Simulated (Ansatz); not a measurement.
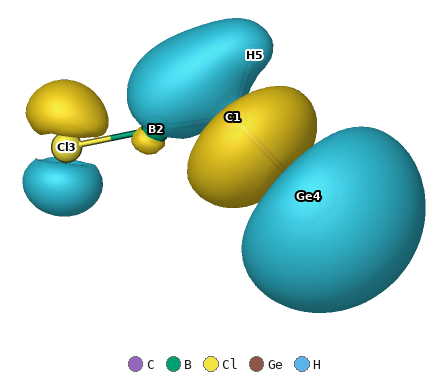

Figure 1: CHBClGe (SMILES Cl[B+][CH]=[Ge]) (charge +1). The HOMO−1 at ±0.08 Å⁻³ᐟ² (yellow and cyan are the two phases), seen at a tilt.

Geometry: PBE0-D3(BJ)/pcseg-1.

The calculation used isolated molecule in a Gaussian basis; Kohn-Sham density functional theory, functional PBE0 in Ansatz.

Input

```
crystal:
  periodic: [false, false, false]
  atoms:
    - {symbol: C, position_ang: [1.226968, -0.740557, -1.371168]}
    - {symbol: B, position_ang: [1.061628, -1.576488, -2.498634]}
    - {symbol: Cl, position_ang: [0.800179, -2.567338, -3.781719]}
    - {symbol: Ge, position_ang: [0.046192, -0.448017, 0.033296]}
    - {symbol: H, position_ang: [2.168548, -0.174178, -1.283090]}
basis:
  gaussian: {orbitals: def2-TZVPD}
output: {forces: true, orbitals: {seedname: orbitals}}
total_charge: 1
hamiltonian: {xc: pbe0}
```

Launched as:

```sh
ansatz run input.yaml --threads 1 --pin off --max-ram 2610MiB --events-out events.jsonl --progress --plain --runs-dir runs
```

> Describe this orbital and give its energy.

Its weight (Hirshfeld) is mainly on Ge4 (about 60 %), C1 (about 25 %) and B2 (about 5 %); it is symmetric in the molecular plane (an in-plane orbital: σ, lone-pair or in-plane π type). Its energy is −13.65 eV.
